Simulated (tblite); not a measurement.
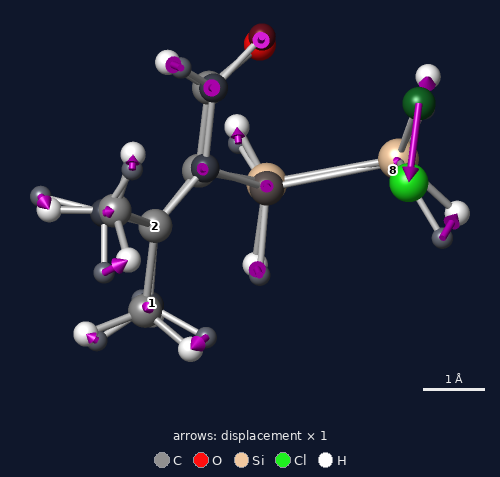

This is a relaxation of C$_{5}$H$_{11}$ClOSi$_{2}$. The starting structure is drawn faded, the final one solid; purple arrows show the displacements, at their true length. The two geometries are superimposed by the best rigid fit.

A ball-and-stick model, seen from a free direction.

Method: GFN2-xTB geometry optimisation, gas phase (tblite). 

Describe the change and its energy.

Answer. After 115 geometry steps the energy has fallen by 17.8 kcal/mol. The atom that moves furthest after the best rigid fit is the Cl atom (1.34 Å). Largest moves by element: Cl 1.34 Å, H 1.14 Å, O 0.43 Å, C 0.41 Å, Si 0.25 Å. Some distances before and after: O–Si 2.977 → 2.705 Å, Si–Si 2.219 → 2.313 Å, Cl–Si 2.101 → 2.035 Å, C–Si 1.845 → 1.906 Å. Bond angles that change, for instance: C–C–Si 116.7° → 105.5°, C–C–Si 119.8° → 130.2°, Si–Si–H 107.5° → 116.2°. Groups turn about Si–Si by about 30°, C–C by about 20°.
